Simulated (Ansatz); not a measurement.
The figure comes from a scan of Zr (hcp, Mg type): one Zr atom of a 2-atom cell moves by s along Cartesian z, with its periodic images. Computed with r2SCAN (plane waves to 500 eV, PAW, scalar-relativistic; Ansatz, a quantum-chemistry and plane-wave program). k mesh 13×13×7 (Γ-centred), Fermi-Dirac smearing 0.05 eV. The energy includes the smearing's −TS. Left out: 4 of 11 points, with atoms too close for the PAW data. With partly filled bands, energies and forces of such displacements shift with the k mesh and the smearing. Zr is run without spin polarisation. Zr was relaxed with its symmetry unable to fall. ΔE is measured from the undisplaced structure.

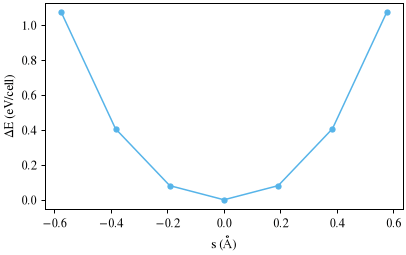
*ΔE (eV/cell) against s (Å); one marker a computed point.*

Task: List the plotted points as numbers.

Result: To the nearest 0.02:

| s (Å) | ΔE (eV/cell) |
|---|---|
| -0.576 | 1.08 |
| -0.384 | 0.40 |
| -0.192 | 0.08 |
| 0.000 | 0.00 |
| 0.192 | 0.08 |
| 0.384 | 0.40 |
| 0.576 | 1.08 |

(For displaced atoms, the force is minus the slope of the energy, and its curvature is a force constant, which sets phonon frequencies.)
